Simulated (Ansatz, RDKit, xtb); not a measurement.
**Isomers of C3H11OPSi2, a sample narrowed down**

Which of a sample of isomers of C3H11OPSi2 is the most stable in the gas at 298.15 K, and what are its properties? The sample is small against all isomers, and the most stable one of this formula need not be in it.

The funnel: GFN2-xTB relaxations, single points with a density functional, relaxations at PBE0-D3(BJ)/def2-SVP, harmonic vibrations (at GFN2-xTB), and a last energy at a higher level. All values are calculated.

**1. Possible bonding patterns**

Isomers were taken from a list of plausible structures; this is a sample, not all of them. That gives 14 candidates.

```csv
label,SMILES,spin
c025,C[Si@@H]1OCC[SiH2][P@H]1,singlet
c125,C=C(CO)[SiH2][P@H][SiH3],singlet
c272,C[C@@H]1C[SiH2]O[Si@@H]1P,singlet
c309,C[C@@H]([SiH2]P)[SiH2]C=O,singlet
c311,C=C(C)[SiH2]O[SiH2]P,singlet
c316,CC[Si@]1(P)OC[SiH2]1,singlet
c361,P[Si@@H]1CC[SiH2]OC1,singlet
c518,P[Si@@H]1CCC[SiH2]O1,singlet
c681,CC(=O)C[SiH2][P@H][SiH3],singlet
c777,C=CO[Si@H](P)C[SiH3],singlet
c789,C[Si@@H]1CC[Si@H](P)O1,singlet
c805,C[C@@H]1[SiH2]OC[Si@@H]1P,singlet
c908,C/C=C/[Si@H](P)O[SiH3],singlet
c921,C=CC[SiH2][P@H][SiH2]O,singlet
```

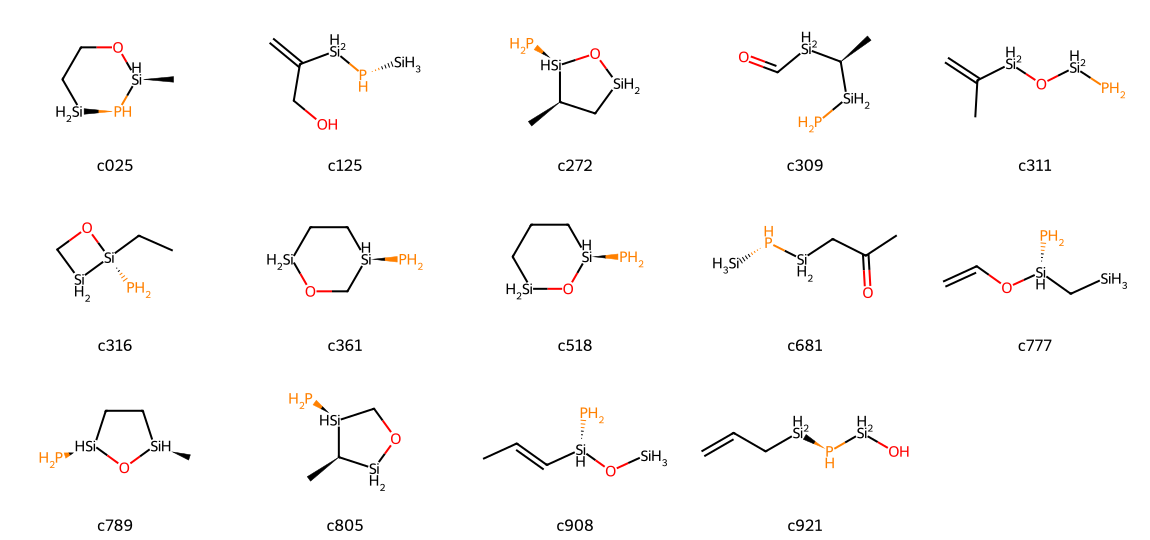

Structural formulas of the candidates.

Candidates are built by distance geometry, with a force field where one applies, in up to four conformers (letters a to d).

**Question.** With final energies at CCSD(T)/def2-SVP + MP2/def2-TZVPP - MP2/def2-SVP, which structure will this search put lowest in free energy, and by what margin?

| quantity | value |
| --- | --- |
| lowest structure found | C[Si@@H]1CC[Si@H](P)O1, singlet |
| next finalist | P[Si@@H]1CCC[SiH2]O1, singlet, 6.2 kcal/mol higher in G |
| share at equilibrium, among the finalists | 100.0 % |

The search ends on `C[Si@@H]1CC[Si@H](P)O1`. Among the finalists first place is clear (6.2 kcal/mol); structures outside the list aren't covered. HF/STO-3G, r2SCAN-D4/def2-SVP, PBE0-D3(BJ)/def2-SVP, HF/def2-SVP and MP2/def2-SVP already put its bonding pattern lowest among the structures in one piece; GFN2-xTB favours the singlet P[Si@@H]1CCC[SiH2]O1. 7 minima inside the window were never screened. The search is not exhaustive (a finite list of starts, one conformer a finalist), so a lower isomer can't be ruled out. Only 14 drawn patterns were tried, so whole families of isomers are missing, and the result ranks this sample alone. The lowest isomer need not be the one that is made and kept in a bottle, which depends on barriers.
